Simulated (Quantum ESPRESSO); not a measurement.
# MnH2O2 (Pyrochroite): cost and accuracy of cutoff, mesh and threshold together

Wanted: the cheapest choice of cutoff, mesh and threshold together that holds the magnetic results of MnH2O2 (Pyrochroite).

Program: Quantum ESPRESSO 7.5. Level of theory: LDA with U = 4 eV on Mn d (ortho-atomic projectors); plane waves with GBRV 1.5 LDA potentials, no spin-orbit coupling (settings of the first rung). Results are calculated unless marked as measured.

## Step 1: The starting structure

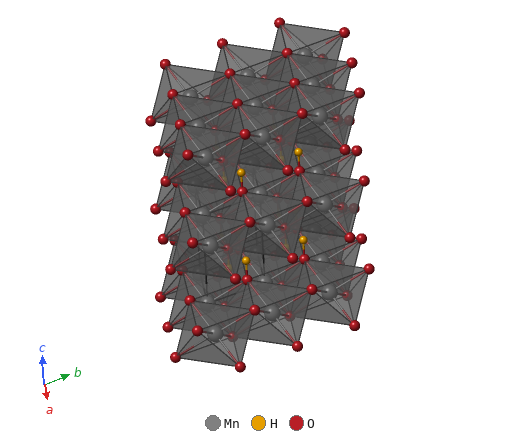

Start, viewed from a free direction; manganese grey, hydrogen orange, oxygen red. 2×2×2 cells are drawn. Some periodic images of atoms are drawn too.

The cell comes from the Crystallography Open Database.

## Step 2: Rung 1, start ferro +

Input file pw.in:

```
&CONTROL
  calculation = 'scf'
  prefix = 'pwscf'
  outdir = './tmp'
  pseudo_dir = './pseudo'
  disk_io = 'nowf'
/
&SYSTEM
  ibrav = 0
  celldm(1) = 8
  nat = 5
  ntyp = 3
  ecutwfc = 22
  ecutrho = 154
  nbnd = 25
  occupations = 'smearing'
  smearing = 'fd'
  degauss = 0.00367493
  nspin = 2
  starting_magnetization(1) = 0.3
  starting_magnetization(2) = 0
  starting_magnetization(3) = 0
/
&ELECTRONS
  conv_thr = 5d-06
  electron_maxstep = 150
  mixing_beta = 0.3
/
ATOMIC_SPECIES
Mn     54.9380 mn_lda_v1.5.uspp.F.UPF
H       1.0080 h_lda_v1.4.uspp.F.UPF
O      15.9990 o_lda_v1.2.uspp.F.UPF
CELL_PARAMETERS alat
   0.7677012381292    0.0000000000000    0.0000000000000
  -0.3838506190646    0.6648487747368    0.0000000000000
   0.0000000000000    0.0000000000000    1.0582466297904
ATOMIC_POSITIONS crystal
Mn      0.0000000000    0.0000000000    0.0000000000
H       0.3333333333    0.6666666667    0.4460000000
H       0.6666666667    0.3333333333    0.5540000000
O       0.3333333333    0.6666666667    0.2260000000
O       0.6666666667    0.3333333333    0.7740000000
K_POINTS automatic
4 4 2 0 0 0
HUBBARD {ortho-atomic}
U Mn-3d 4.0000
```

On the command line:

```bash
OMP_NUM_THREADS=1 mpirun -n 2 pw.x -nk 2 -in pw.in > pw.out
```

The program printed:

```text
Program PWSCF v.7.5 starts

     Message from routine setup:
     using ibrav=0 with symmetry is DISCOURAGED, use correct ibrav instead

     K-points division:     npool     =       2
     Subspace diagonalization in iterative solution of the eigenvalue problem:

     bravais-lattice index     =            0
     lattice parameter (alat)  =       8.0000  a.u.
     unit-cell volume          =     276.5489 (a.u.)^3
     number of atoms/cell      =            5
     number of atomic types    =            3
     number of electrons       =        29.00
     number of Kohn-Sham states=           25
     kinetic-energy cutoff     =      22.0000  Ry
     charge density cutoff     =     154.0000  Ry
     scf convergence threshold =      5.0E-06
     mixing beta               =       0.3000
     number of iterations used =            8  plain     mixing
     Exchange-correlation= SLA  PZ   NOGX NOGC
                           (   1   1   0   0   0   0   0)
     Hubbard projectors: ortho-atomic
     Hubbard parameters of DFT+U (Dudarev formulation) in eV:
     U(Mn-3d) =  4.0000

     Internal variables: lda_plus_u =T, lda_plus_u_kind = 0

     Internal variables: orbital_resolved =F, hub_pot_fix =F, apply_U = F

     celldm(1)=   8.000000  celldm(2)=   0.000000  celldm(3)=   0.000000
     celldm(4)=   0.000000  celldm(5)=   0.000000  celldm(6)=   0.000000

     crystal axes: (cart. coord. in units of alat)
               a(1) = (   0.767701   0.000000   0.000000 )
               a(2) = (  -0.383851   0.664849   0.000000 )
               a(3) = (   0.000000   0.000000   1.058247 )

     reciprocal axes: (cart. coord. in units 2 pi/alat)
               b(1) = (  1.302590  0.752051 -0.000000 )
               b(2) = (  0.000000  1.504101  0.000000 )
               b(3) = (  0.000000 -0.000000  0.944959 )

     PseudoPot. # 1 for Mn read from file:
     mn_lda_v1.5.uspp.F.UPF
     Pseudo is Ultrasoft + core correction, Zval = 15.0

     PseudoPot. # 2 for H  read from file:
     h_lda_v1.4.uspp.F.UPF
     Pseudo is Ultrasoft, Zval =  1.0

     PseudoPot. # 3 for O  read from file:
     o_lda_v1.2.uspp.F.UPF
     Pseudo is Ultrasoft + core correction, Zval =  6.0

     atomic species   valence    mass     pseudopotential
     Mn               15.00    54.93800     Mn( 1.00)
     H                 1.00     1.00800     H ( 1.00)
     O                 6.00    15.99900     O ( 1.00)

     Starting magnetic structure
     atomic species   magnetization
     Mn              0.300
     H               0.000
     O               0.000

     12 Sym. Ops., with inversion, found

   Cartesian axes

     site n.     atom                  positions (alat units)
         1        Mn     tau(   1) = (   0.0000000   0.0000000   0.0000000  )
         2        H      tau(   2) = (  -0.0000000   0.4432325   0.4719780  )
         3        H      tau(   3) = (   0.3838506   0.2216163   0.5862686  )
         4        O      tau(   4) = (  -0.0000000   0.4432325   0.2391637  )
         5        O      tau(   5) = (   0.3838506   0.2216163   0.8190829  )

     number of k points=     8  Fermi-Dirac smearing, width (Ry)=  0.0037
                       cart. coord. in units 2pi/alat
        k(    1) = (   0.0000000   0.0000000   0.0000000), wk =   0.0312500
        k(    2) = (   0.0000000   0.0000000  -0.4724797), wk =   0.0312500
        k(    3) = (   0.0000000   0.3760254   0.0000000), wk =   0.1875000
        k(    4) = (   0.0000000   0.3760254  -0.4724797), wk =   0.1875000
        k(    5) = (   0.0000000  -0.7520507   0.0000000), wk =   0.0937500
        k(    6) = (   0.0000000  -0.7520507  -0.4724797), wk =   0.0937500
        k(    7) = (   0.3256475   0.5640380   0.0000000), wk =   0.1875000
        k(    8) = (   0.3256475   0.5640380  -0.4724797), wk =   0.1875000

     Dense  grid:     8937 G-vectors     FFT dimensions: (  25,  25,  36)

     Smooth grid:     3847 G-vectors     FFT dimensions: (  20,  20,  25)

     Check: negative core charge=   -0.000049
     Generating pointlists ...
     new r_m :   0.2078 (alat units)  1.6620 (a.u.) for type    1
     new r_m :   0.0960 (alat units)  0.7683 (a.u.) for type    2
     new r_m :   0.0960 (alat units)  0.7683 (a.u.) for type    3

     Initial potential from superposition of free atoms

     starting charge      28.4999, renormalised to      29.0000

     STARTING HUBBARD OCCUPATIONS:

     =================== HUBBARD OCCUPATIONS ===================
     ------------------------ ATOM    1 ------------------------
     Tr[ns(  1)] (up, down, total) =   5.00000  0.00000  5.00000
     Atomic magnetic moment for atom   1 =   5.00000
     [... lines left out ...]
     Number of occupied Hubbard levels =    5.0000

     Atomic wfc used for Hubbard projectors are orthogonalized

     Starting wfcs are   23 randomized atomic wfcs +    2 random wfcs

     Self-consistent Calculation

     iteration #  1     ecut=    22.00 Ry     beta= 0.30
     Davidson diagonalization with overlap
     ethr =  1.00E-02,  avg # of iterations =  4.8

     =================== HUBBARD OCCUPATIONS ===================
     ------------------------ ATOM    1 ------------------------
     Tr[ns(  1)] (up, down, total) =   4.91862  0.16357  5.08219
     Atomic magnetic moment for atom   1 =   4.75506
     [... lines left out ...]
     Number of occupied Hubbard levels =    5.0822

     total energy              =    -277.17979395 Ry
     estimated scf accuracy    <       0.70485754 Ry

     total magnetization       =     5.00 Bohr mag/cell
     absolute magnetization    =     5.00 Bohr mag/cell

     iteration #  2     ecut=    22.00 Ry     beta= 0.30
     Davidson diagonalization with overlap
     ethr =  2.43E-03,  avg # of iterations =  1.5

     total energy              =    -277.26564287 Ry
     estimated scf accuracy    <       0.06738372 Ry

     total magnetization       =     5.00 Bohr mag/cell
     absolute magnetization    =     5.00 Bohr mag/cell

     [... further iterations left out ...]

     iteration #  6     ecut=    22.00 Ry     beta= 0.30
     Davidson diagonalization with overlap
     ethr =  1.42E-07,  avg # of iterations =  2.0

     negative rho (up, down):  0.000E+00 1.557E-03

     total energy              =    -277.26651914 Ry
     estimated scf accuracy    <       0.00000651 Ry

     total magnetization       =     5.00 Bohr mag/cell
     absolute magnetization    =     5.00 Bohr mag/cell

     iteration #  7     ecut=    22.00 Ry     beta= 0.30
     Davidson diagonalization with overlap
     ethr =  2.24E-08,  avg # of iterations =  1.6

     negative rho (up, down):  0.000E+00 1.584E-03

     Magnetic moment per site  (integrated on atomic sphere of radius R)
     atom   1 (R=0.208)  charge= 12.4869  magn=  4.2334
     atom   2 (R=0.096)  charge=  0.3923  magn=  0.0040
     atom   3 (R=0.096)  charge=  0.3923  magn=  0.0040
     atom   4 (R=0.096)  charge=  1.9540  magn=  0.0376
     atom   5 (R=0.096)  charge=  1.9540  magn=  0.0376

     End of self-consistent calculation

     =================== HUBBARD OCCUPATIONS ===================
     ------------------------ ATOM    1 ------------------------
     Tr[ns(  1)] (up, down, total) =   4.96729  0.27259  5.23987
     Atomic magnetic moment for atom   1 =   4.69470
     [... lines left out ...]
     Number of occupied Hubbard levels =    5.2399

     [... lines left out ...]
     the Fermi energy is     8.0837 ev

!    total energy              =    -277.26652591 Ry
     estimated scf accuracy    <       0.00000068 Ry
     smearing contrib. (-TS)   =      -0.00000001 Ry
     internal energy E=F+TS    =    -277.26652591 Ry

     The total energy is F=E-TS. E is the sum of the following terms:
     one-electron contribution =    -169.87793622 Ry
     hartree contribution      =      96.85778009 Ry
     xc contribution           =     -42.06997567 Ry
     ewald contribution        =    -162.21786527 Ry
     Hubbard energy            =       0.04147116 Ry

     total magnetization       =     5.00 Bohr mag/cell
     absolute magnetization    =     5.00 Bohr mag/cell

     convergence has been achieved in   7 iterations

=------------------------------------------------------------------------------=
   JOB DONE.
=------------------------------------------------------------------------------=
```

The job ended after 3.2 s (2 MPI ranks of Intel Xeon Platinum 8175M at 2.50GHz (Skylake/Cascade Lake), shared host; peak memory 0.13 GiB; 5.8 s of CPU time).

Spin moment in the atom's sphere by atom:

```csv
atom,spin moment in the atom's sphere (μB)
Mn1,4.23
H2,0.00
H3,0.00
O4,0.04
O5,0.04
```

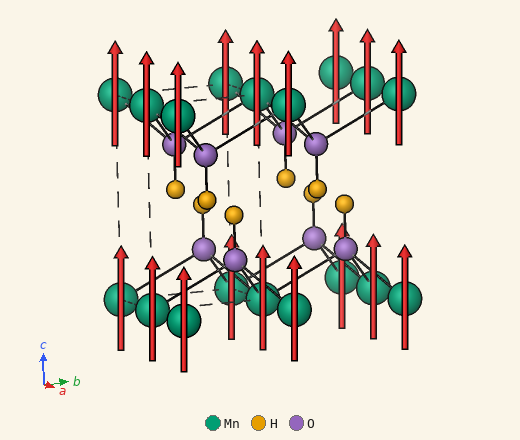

Spin moment in the atom's sphere as arrows, the longest 4.23 μB. Up and down stand for the sign. Arrows give size and sign along the axis of quantisation, drawn up and down the page. Bonds to atoms that aren't drawn are left out. 2×2×1 cells are drawn. Some periodic images of atoms are drawn too.

This step gave:

- magnetization: 5 μB
- final state: ferromagnetic

## Step 3: Rung 1, start antiferro q=(0,1/2,1/2) +-

The wavevector q is in fractions of the reciprocal vectors of the crystal's primitive cell, as the cells of these inputs are built from it; moments change sign between cells as cos(2π q·R).

Input file pw.in:

```
&CONTROL
  calculation = 'scf'
  prefix = 'pwscf'
  outdir = './tmp'
  pseudo_dir = './pseudo'
  disk_io = 'nowf'
/
&SYSTEM
  ibrav = 0
  celldm(1) = 8
  nat = 10
  ntyp = 4
  ecutwfc = 22
  ecutrho = 154
  nbnd = 41
  occupations = 'smearing'
  smearing = 'fd'
  degauss = 0.00367493
  nspin = 2
  starting_magnetization(1) = 0.3
  starting_magnetization(2) = -0.3
  starting_magnetization(3) = 0
  starting_magnetization(4) = 0
/
&ELECTRONS
  conv_thr = 1d-05
  electron_maxstep = 150
  mixing_beta = 0.3
/
ATOMIC_SPECIES
Mn1    54.9380 mn_lda_v1.5.uspp.F.UPF
Mn2    54.9380 mn_lda_v1.5.uspp.F.UPF
H       1.0080 h_lda_v1.4.uspp.F.UPF
O      15.9990 o_lda_v1.2.uspp.F.UPF
CELL_PARAMETERS alat
   0.7677012381292    0.0000000000000    0.0000000000000
  -0.7677012381292    1.3296975494736    0.0000000000000
  -0.3838506190646    0.6648487747368    1.0582466297904
ATOMIC_POSITIONS crystal
Mn1     0.0000000000    0.0000000000    0.0000000000
Mn2     0.0000000000    0.5000000000    0.0000000000
H       0.3333333333    0.1103333333    0.4460000000
H       0.3333333333    0.6103333333    0.4460000000
H       0.6666666667    0.8896666666    0.5540000000
H       0.6666666667    0.3896666666    0.5540000000
O       0.3333333333    0.2203333334    0.2260000000
O       0.3333333333    0.7203333333    0.2260000000
O       0.6666666667    0.7796666666    0.7740000000
O       0.6666666667    0.2796666666    0.7740000000
K_POINTS automatic
4 2 2 0 0 0
HUBBARD {ortho-atomic}
U Mn1-3d 4.0000
U Mn2-3d 4.0000
```

The program printed:

```text
     [... lines left out ...]
Program PWSCF v.7.5 starts
     [... lines left out ...]
     number of atoms/cell      =           10
     [... lines left out ...]
     number of electrons       =        58.00
     number of Kohn-Sham states=           41
     kinetic-energy cutoff     =      22.0000  Ry
     charge density cutoff     =     154.0000  Ry
     scf convergence threshold =      1.0E-05
     [... lines left out ...]
      4 Sym. Ops., with inversion, found
     [... lines left out ...]
     number of k points=    10  Fermi-Dirac smearing, width (Ry)=  0.0037
     [... lines left out ...]
     iteration #  7     ecut=    22.00 Ry     beta= 0.30
     [... lines left out ...]
     Magnetic moment per site  (integrated on atomic sphere of radius R)
     atom   1 (R=0.208)  charge= 12.4845  magn=  4.2230
     atom   2 (R=0.208)  charge= 12.4845  magn= -4.2230
     atom   3 (R=0.096)  charge=  0.3895  magn= -0.0013
     atom   4 (R=0.096)  charge=  0.3895  magn=  0.0013
     atom   5 (R=0.096)  charge=  0.3895  magn= -0.0013
     atom   6 (R=0.096)  charge=  0.3895  magn=  0.0013
     atom   7 (R=0.096)  charge=  1.9463  magn= -0.0130
     atom   8 (R=0.096)  charge=  1.9463  magn=  0.0130
     atom   9 (R=0.096)  charge=  1.9463  magn= -0.0130
     atom  10 (R=0.096)  charge=  1.9463  magn=  0.0130
     [... lines left out ...]
     Tr[ns(  1)] (up, down, total) =   4.96405  0.27669  5.24074
     [... lines left out ...]
     Tr[ns(  2)] (up, down, total) =   0.27670  4.96405  5.24074
     [... lines left out ...]
     the Fermi energy is     8.1077 ev
!    total energy              =    -554.54958149 Ry
     estimated scf accuracy    <       0.00000691 Ry
     smearing contrib. (-TS)   =      -0.00000000 Ry
     [... lines left out ...]
     total magnetization       =    -0.00 Bohr mag/cell
     absolute magnetization    =     9.64 Bohr mag/cell
     convergence has been achieved in   7 iterations
```

Wall time 9.3 s (2 MPI ranks); peak memory 0.21 GiB; 18 s of CPU time.

Spin moment in the atom's sphere by atom:

| atom | spin moment in the atom's sphere (μB) |
| --- | --- |
| Mn1 | 4.22 |
| Mn2 | -4.22 |
| H3 | 0.00 |
| H4 | 0.00 |
| H5 | 0.00 |
| H6 | 0.00 |
| O7 | -0.01 |
| O8 | 0.01 |
| O9 | -0.01 |
| O10 | 0.01 |

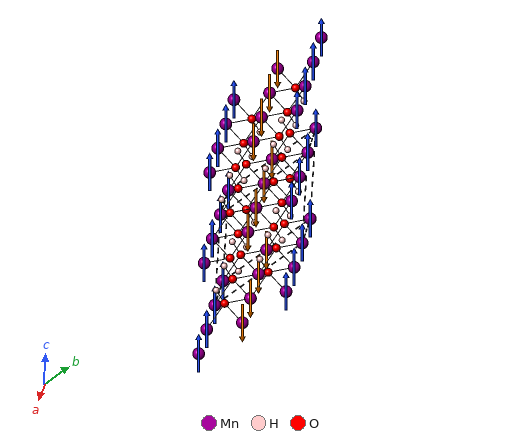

Spin moment in the atom's sphere as arrows, the longest 4.22 μB. Up and down stand for the sign. Arrows give size and sign along the axis of quantisation, drawn up and down the page. The two directions have two colours. Bonds to atoms that aren't drawn are left out. 3×1×2 cells are drawn. Some periodic images of atoms are drawn too.

This step gave:

```yaml
magnetization: 0 μB
final_state: antiferromagnetic
```

## Step 4: Rung 2, start ferro +

Input file pw.in:

```
&CONTROL
  calculation = 'scf'
  prefix = 'pwscf'
  outdir = './tmp'
  pseudo_dir = './pseudo'
  disk_io = 'nowf'
/
&SYSTEM
  ibrav = 0
  celldm(1) = 8
  nat = 5
  ntyp = 3
  ecutwfc = 30
  ecutrho = 210
  nbnd = 25
  occupations = 'smearing'
  smearing = 'fd'
  degauss = 0.00367493
  nspin = 2
  starting_magnetization(1) = 0.3
  starting_magnetization(2) = 0
  starting_magnetization(3) = 0
/
&ELECTRONS
  conv_thr = 5d-07
  electron_maxstep = 150
  mixing_beta = 0.3
/
ATOMIC_SPECIES
Mn     54.9380 mn_lda_v1.5.uspp.F.UPF
H       1.0080 h_lda_v1.4.uspp.F.UPF
O      15.9990 o_lda_v1.2.uspp.F.UPF
CELL_PARAMETERS alat
   0.7677012381292    0.0000000000000    0.0000000000000
  -0.3838506190646    0.6648487747368    0.0000000000000
   0.0000000000000    0.0000000000000    1.0582466297904
ATOMIC_POSITIONS crystal
Mn      0.0000000000    0.0000000000    0.0000000000
H       0.3333333333    0.6666666667    0.4460000000
H       0.6666666667    0.3333333333    0.5540000000
O       0.3333333333    0.6666666667    0.2260000000
O       0.6666666667    0.3333333333    0.7740000000
K_POINTS automatic
6 6 6 0 0 0
HUBBARD {ortho-atomic}
U Mn-3d 4.0000
```

The program printed:

```text
     [... lines left out ...]
Program PWSCF v.7.5 starts
     [... lines left out ...]
     number of atoms/cell      =            5
     [... lines left out ...]
     number of electrons       =        29.00
     number of Kohn-Sham states=           25
     kinetic-energy cutoff     =      30.0000  Ry
     charge density cutoff     =     210.0000  Ry
     scf convergence threshold =      5.0E-07
     [... lines left out ...]
     12 Sym. Ops., with inversion, found
     [... lines left out ...]
     number of k points=    34  Fermi-Dirac smearing, width (Ry)=  0.0037
     [... lines left out ...]
     iteration #  8     ecut=    30.00 Ry     beta= 0.30
     [... lines left out ...]
     Magnetic moment per site  (integrated on atomic sphere of radius R)
     atom   1 (R=0.208)  charge= 12.4232  magn=  4.1850
     atom   2 (R=0.096)  charge=  0.3895  magn=  0.0040
     atom   3 (R=0.096)  charge=  0.3895  magn=  0.0040
     atom   4 (R=0.096)  charge=  2.0035  magn=  0.0390
     atom   5 (R=0.096)  charge=  2.0035  magn=  0.0390
     [... lines left out ...]
     Tr[ns(  1)] (up, down, total) =   4.97057  0.26420  5.23477
     [... lines left out ...]
     the Fermi energy is     8.2713 ev
!    total energy              =    -278.04872113 Ry
     estimated scf accuracy    <       0.00000008 Ry
     smearing contrib. (-TS)   =      -0.00000001 Ry
     [... lines left out ...]
     total magnetization       =     5.00 Bohr mag/cell
     absolute magnetization    =     5.00 Bohr mag/cell
     convergence has been achieved in   8 iterations
```

Wall time 13 s (2 MPI ranks); peak memory 0.2 GiB; 25 s of CPU time.

Read from the output:

| Item | Value |
| --- | --- |
| magnetization | 5 μB |
| final state | ferromagnetic |
| largest moment | 4.185 μB |

[end of part 1 of 2]

[Logs and program files are shortened in this print: banners, set-up blocks, solver, clock and traceback lines can be left out without a mark of their own.]

[Logs are printed without paths, hosts, clocks, repeated set-up lines and the standing remarks that a program may print on its own settings, such as how far it seeks lower states.]

[Hosts, paths, dates, database ids (printed as entryN), source tags and the programs' standing remarks are cut or masked in the printed files.]

[Where a cell is said to come from a database of computed structures, the database is the Materials Project.]
